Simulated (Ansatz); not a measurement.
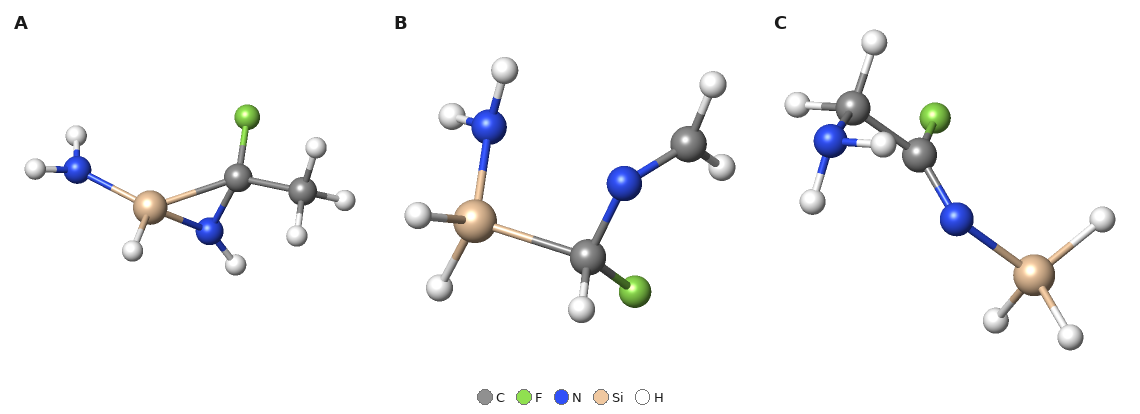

(Drawn from a calculation with Ansatz.)

Which panel belongs to which SMILES?
(1) C=N[C@H](F)[SiH2]N
(2) NC/C(F)=N/[SiH3]
(3) C[C@@]1(F)N[Si@@H]1N

A is (3), B is (1), C is (2).
